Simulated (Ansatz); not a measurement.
# Calculations on C₂H₅NSi

**1. Relaxation**

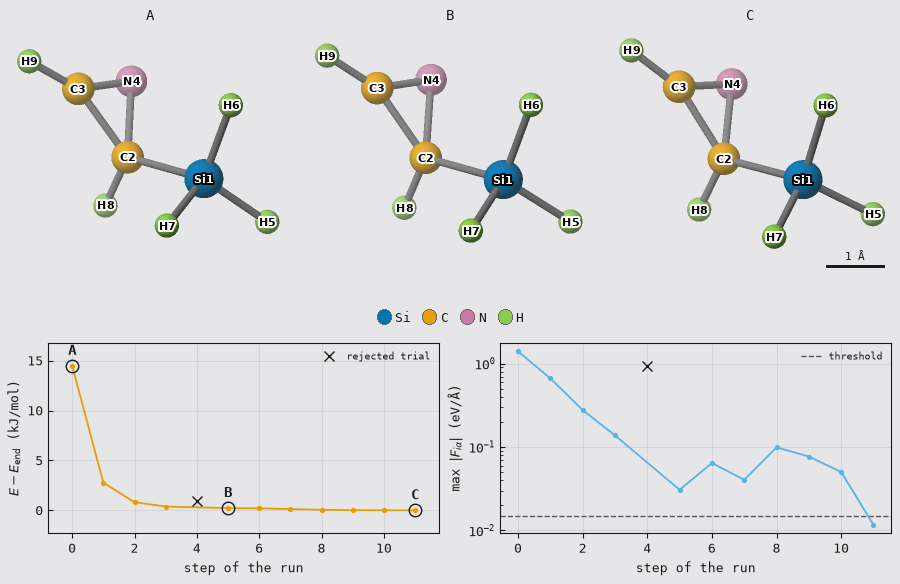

Frames of a relaxation of C₂H₅NSi, marked on the history of the run. A ball-and-stick model, seen from a free direction.

The run prepares an end point of a later path (torsion) calculation, from a guessed geometry.

Level of theory: RKS PBE-D4/def2-SVP in Ansatz 0.2.0.

Input file:
```yaml
crystal:
  periodic: [false, false, false]
  atoms:
    - { symbol: Si, position_ang: [-0.52878, 1.17008, 0.19527] }
    - { symbol: C, position_ang: [0.1354, -0.42277, -0.57054] }
    - { symbol: C, position_ang: [0.77732, -1.46308, 0.21796] }
    - { symbol: "N", position_ang: [-0.39364, -1.76515, -0.08055] }
    - { symbol: H, position_ang: [-1.66363, 1.6495, -0.58972] }
    - { symbol: H, position_ang: [-0.91641, 0.89079, 1.57648] }
    - { symbol: H, position_ang: [0.5589, 2.15306, 0.16233] }
    - { symbol: H, position_ang: [0.37871, -0.4127, -1.63214] }
    - { symbol: H, position_ang: [1.65213, -1.79973, 0.7209] }
basis:
  gaussian: { orbitals: def2-SVP }
hamiltonian:
  xc: pbe
  dispersion: d4
relax:
  f_tol: 0.015
  max_steps: 40
output:
  orbitals: {}
```

Launched with:
```bash
ansatz run input.yaml --threads 1 --pin off --max-ram 2048MiB --backend cpu --events-out ev --progress --plain --runs-dir out
```

### Describe the path.

H7 moves most after the best rigid fit: 0.23 Å. Largest moves by element: H 0.23 Å, N 0.10 Å, C 0.09 Å, Si 0.02 Å. Near-neighbour distances that change, for instance: C2–N4 1.524 → 1.583 Å, Si1–H5 1.461 → 1.505 Å, Si1–H6 1.462 → 1.504 Å, Si1–H7 1.466 → 1.507 Å. Bond angles that change, for instance: N4–C3–H9 144.1° → 139.0°, C2–Si1–H7 107.2° → 110.0°, C2–C3–H9 147.7° → 150.4°. After 10 accepted moves (11 points after the start) the energy has fallen by 14.5 kJ/mol. The largest force component goes from 1.4 to 0.012 eV/Å. The line search rejected the trial step at point 4 of the run. Cost: 32 s on 1 thread of Arm Neoverse V1, on a shared host, peak memory 0.15 GiB. From step 0 to 5: H atoms move most (0.12 Å), energy −14.3 kJ/mol. From step 5 to 11: H5 moves most (0.14 Å), energy −0.22 kJ/mol.

```
step  E − E(0), kJ/mol  largest force component, eV/Å      note
   0              0.00                         1.3999          
   1            -11.70                         0.6649          
   2            -13.66                         0.2773          
   3            -14.09                         0.1378          
   4            -13.52                         0.9293  rejected
   5            -14.25                         0.0307          
   6            -14.27                         0.0643          
   7            -14.35                         0.0405          
   8            -14.42                         0.0991          
   9            -14.46                         0.0769          
  10            -14.47                         0.0502          
  11            -14.48                         0.0117
```

**2. Relaxation**

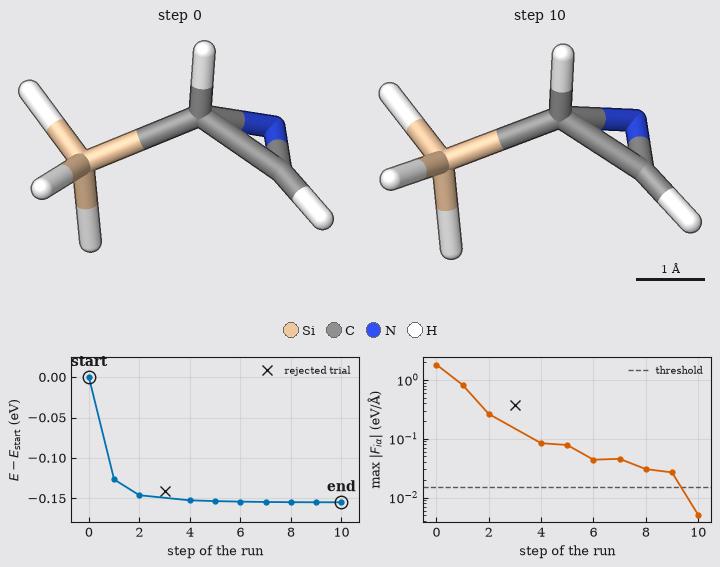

First and last geometry of a relaxation of C2H5NSi, with the history of the run. Style: stick. Shown face on.

The run prepares an end point of a later path (torsion) calculation, from a guessed geometry.

The calculation used RKS PBE-D4/def2-SVP (Ansatz 0.2.0).

The input:
```yaml
crystal:
  periodic: [false, false, false]
  atoms:
    - { symbol: Si, position_ang: [-0.52878, 1.17008, 0.19527] }
    - { symbol: C, position_ang: [0.1354, -0.42277, -0.57054] }
    - { symbol: C, position_ang: [-0.71357, -1.35999, -1.2895] }
    - { symbol: "N", position_ang: [-0.0351, -0.66114, -2.06589] }
    - { symbol: H, position_ang: [-1.66363, 1.6495, -0.58972] }
    - { symbol: H, position_ang: [-0.91641, 0.89079, 1.57648] }
    - { symbol: H, position_ang: [0.5589, 2.15306, 0.16233] }
    - { symbol: H, position_ang: [1.0608, -0.83232, -0.16779] }
    - { symbol: H, position_ang: [-1.43208, -2.14287, -1.24029] }
basis:
  gaussian: { orbitals: def2-SVP }
hamiltonian:
  xc: pbe
  dispersion: d4
relax:
  f_tol: 0.015
  max_steps: 40
```

Launched with:
```bash
ansatz run input.yaml --threads 1 --pin off --max-ram 2048MiB --backend cpu --events-out ev --progress --plain --runs-dir out
```

Question: What do the curves and the structures tell?

Answer: It converged. Over 9 accepted moves (10 points after the start) the energy falls by 0.155 eV. Largest force component: 1.8 eV/Å at the start, 0.0051 eV/Å at the end. The line search rejected the trial step at point 3 of the run. The atom that moves furthest after the best rigid fit is H6 (0.21 Å). Largest moves by element: H 0.21 Å, N 0.10 Å, C 0.08 Å, Si 0.03 Å. Near-neighbour distances that change, for instance: C2–N4 1.524 → 1.583 Å, Si1–H6 1.462 → 1.507 Å, Si1–H5 1.461 → 1.504 Å, Si1–H7 1.466 → 1.505 Å. Among the angles between lasting bonds that change: N4–C3–H9 144.1° → 139.0°, C2–Si1–H7 107.2° → 110.8°, C2–C3–H9 147.7° → 150.5°. Cost: 30 s on 1 thread of Arm Neoverse V1, with other jobs on the host, peak memory 0.15 GiB.

```csv
step,"E − E(0), eV","largest force component, eV/Å",note
0,0.0000,1.8255,
1,-0.1266,0.8253,
2,-0.1461,0.2640,
3,-0.1404,0.3757,rejected
4,-0.1524,0.0840,
5,-0.1534,0.0782,
6,-0.1540,0.0440,
7,-0.1545,0.0455,
8,-0.1547,0.0304,
9,-0.1548,0.0268,
10,-0.1549,0.0051,
```

**3. Path**

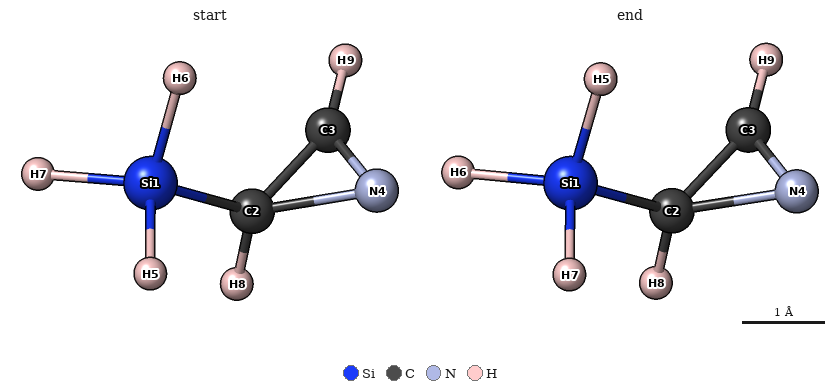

The two relaxed end points of a path for C2H5NSi. Style: ball-and-stick. Shown from a free direction.

Method: RKS PBE-D4/def2-SVP (Ansatz).

Input
```yaml
crystal:
  periodic: [false, false, false]
  atoms:
    - { symbol: Si, position_ang: [-0.510761, 1.178928, 0.183416] }
    - { symbol: C, position_ang: [0.216259, -0.396024, -0.5698] }
    - { symbol: C, position_ang: [0.744936, -1.512405, 0.217559] }
    - { symbol: "N", position_ang: [-0.423483, -1.788154, -0.170405] }
    - { symbol: H, position_ang: [-1.791007, 1.561231, -0.510082] }
    - { symbol: H, position_ang: [-0.782946, 0.947028, 1.644757] }
    - { symbol: H, position_ang: [0.464016, 2.318838, 0.034362] }
    - { symbol: H, position_ang: [0.525662, -0.337974, -1.634372] }
    - { symbol: H, position_ang: [1.557323, -1.97147, 0.804555] }
basis:
  gaussian: { orbitals: def2-SVP }
hamiltonian:
  xc: pbe
  dispersion: d4
neb:
  order_check: false
  images: 5
  f_tol: 0.05
  max_iterations: 60
  initial_path: idpp
  final_atoms:
    - { symbol: Si, position_ang: [-0.49826678, 1.17968453, 0.21138778] }
    - { symbol: C, position_ang: [0.59782425, -0.26942688, -0.31213816] }
    - { symbol: C, position_ang: [0.33363175, -1.66682602, 0.03882987] }
    - { symbol: "N", position_ang: [-0.05402331, -1.44914729, -1.14203121] }
    - { symbol: H, position_ang: [-1.81865947, 0.64942648, 0.69937934] }
    - { symbol: H, position_ang: [0.16820871, 1.95378151, 1.31939708] }
    - { symbol: H, position_ang: [-0.73233493, 2.1177058, -0.94204459] }
    - { symbol: H, position_ang: [1.62957287, -0.01687398, -0.63400412] }
    - { symbol: H, position_ang: [0.3740459, -2.49832615, 0.761214] }
```

Run as
```bash
ansatz run input.yaml --threads 1 --pin off --max-ram 2048MiB --backend cpu --events-out ev --progress --plain --runs-dir out
```

### Predict the minimum-energy path and its barrier.

The two ends have the same energy, and the highest point, image 3, lies 0.73 kcal/mol above the start. The motion is a rotation about the Si1–C2 bond by about 120°. No bond forms or breaks between the ends. Among the angles between lasting bonds that change up to the highest image: C2–Si1–H6 109.2° → 111.2°. The band is converged. At the top, the vibrational analysis gives one imaginary mode (91i cm⁻¹), as a transition state must have.

Energies of the converged images:

```
image  path (Å)  E (kcal/mol)
    0      0.00          0.00
    1      0.62          0.18
    2      1.24          0.54
    3      1.86          0.73
    4      2.47          0.55
    5      3.09          0.19
    6      3.70          0.00
```

The geometry at the top of the path:

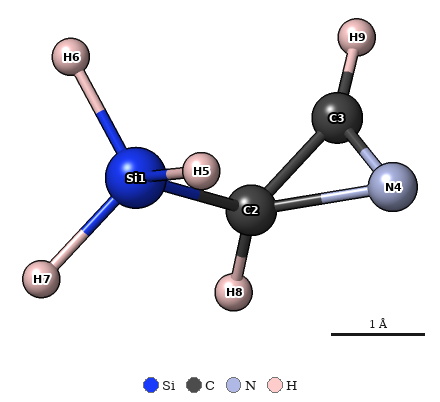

Cost: 62 s on 1 thread of Arm Neoverse V1 (shared host), peak memory 0.15 GiB.
